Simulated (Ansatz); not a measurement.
# FH3O3Ti: what the fields show

Input file:

```
basis:
  gaussian:
    orbitals: def2-TZVPD
crystal:
  periodic: [false, false, false]
  atoms:
    - symbol: F
      position_ang: [1.815115, -3.231855, -4.392560]
    - symbol: O
      position_ang: [0.593765, -3.193371, -1.787082]
    - symbol: O
      position_ang: [-1.052708, -3.134312, -4.174127]
    - symbol: O
      position_ang: [0.547049, -0.823349, -3.458285]
    - symbol: Ti
      position_ang: [0.474655, -2.595187, -3.452205]
    - symbol: H
      position_ang: [0.051931, -3.788725, -1.261797]
    - symbol: H
      position_ang: [-1.770617, -2.672111, -4.615643]
    - symbol: H
      position_ang: [0.710838, -0.169635, -2.772871]
hamiltonian:
  xc: pbe0
total_charge: 0
output: {forces: true, orbitals: {seedname: orbitals}}
```

Run with:

```sh
ansatz run input.yaml --threads 2 --pin off --max-ram 5220MiB --events-out events.jsonl --progress --plain --runs-dir runs
```

Geometry: PBE0-D4/def2-SVP.

The calculation used isolated molecule in a Gaussian basis; Kohn-Sham density functional theory, functional PBE0 (Ansatz 0.2.0).

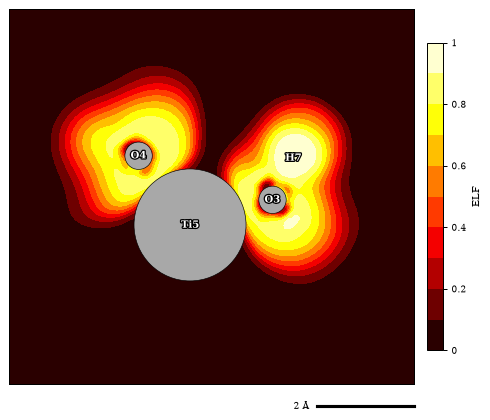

Figure 1. ELF on the plane of atoms O3, Ti5 and O4. Grey discs cover the atomic cores.

**Describe what can be read from this map.**

- The section cuts through O, Ti and H sites.
- Ti–O (1.77 Å): the ELF peaks at about 0.85 in the valence shell of O, 0.5 Å from its nucleus, and drops to about 0.25 between the two atoms.
- O–H (0.96 Å): the ELF climbs to about 1 towards the hydrogen, as it does in any bond to H (an ordinary covalent bond to hydrogen).

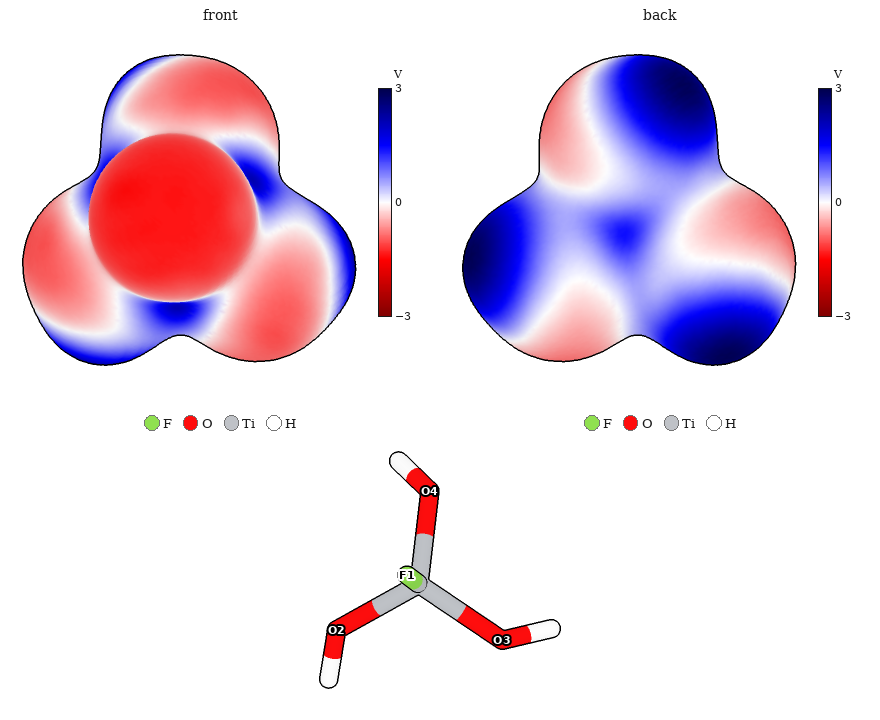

Figure 2. The electrostatic potential painted on the density surface at 0.002 e/bohr³, seen from the front and from behind; red is negative and blue positive. The bare structure is drawn below in the same view.

**Describe the electrostatic potential map.**

The most negative region (about −1.4 V) lies over F1, the most positive (about +2.9 V) over H6, H7 and H8.

**How polar is the molecule by this calculation?**

Its dipole moment is 3.25 D.

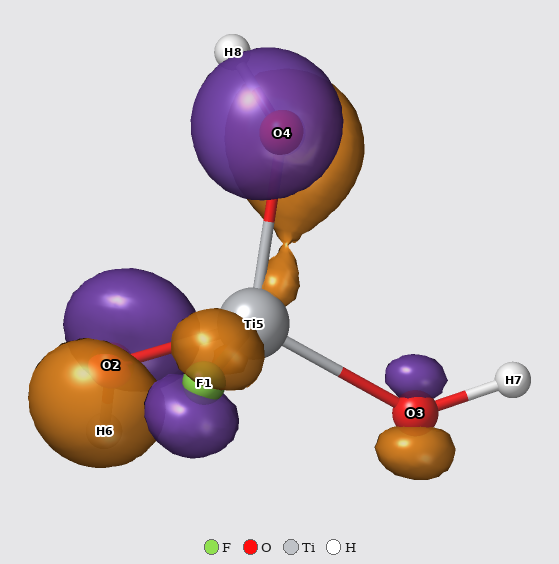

Figure 3. The HOMO−1 at ±0.2 Å⁻³ᐟ² (orange and purple are the two phases), seen at a tilt.

**Describe this orbital and give its energy.**

By Hirshfeld shares it lies mainly on O4 (about 40 %), O2 (about 30 %), F1 (about 10 %) and Ti5 (about 10 %); largely a combination of lone pairs on O4, O2 and F1. It is one of a degenerate set, so its orientation is arbitrary. Its energy is −9.66 eV.
